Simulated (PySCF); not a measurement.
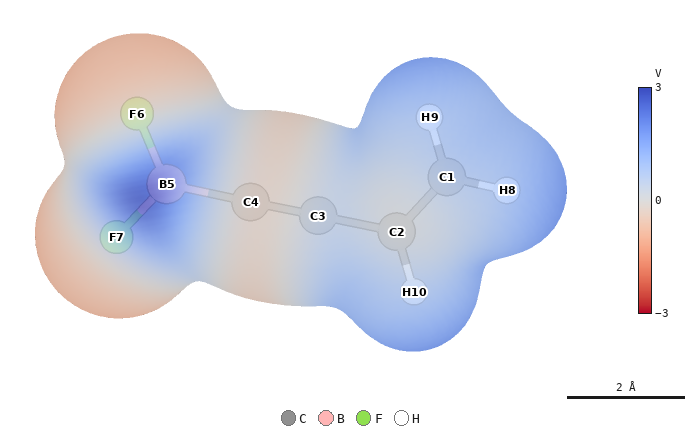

*C$_{4}$H$_{3}$BF$_{2}$. The electrostatic potential painted on the density surface at 0.004 e/bohr³, seen at a tilt; red is negative and blue positive.*

Geometry: GFN2-xTB.

Level of theory: PySCF 2.14.0, B3LYP/def2-SVPD, SCF density, gas phase.

```xyz
10

C     2.2986   -0.2536    0.1314
C     1.2152   -0.7398    0.7312
C    -0.0773   -0.2404    0.4894
C    -1.1929    0.1845    0.2819
B    -2.5728    0.7284    0.0122
F    -2.7889    1.7467   -0.7996
F    -3.6622    0.2287    0.5648
H     3.2789   -0.6530    0.3276
H     2.2328    0.5576   -0.5744
H     1.2774   -1.5544    1.4418
```

Q: Describe the electrostatic potential map.

A: The most negative region (about −0.9 V, or −21 kcal/mol for a unit charge) lies over F6 and F7, the most positive (about +2.6 V, or +60 kcal/mol for a unit charge) over B5.

Q: How polar is the molecule by this calculation?

A: Its dipole moment is 3.44 D.
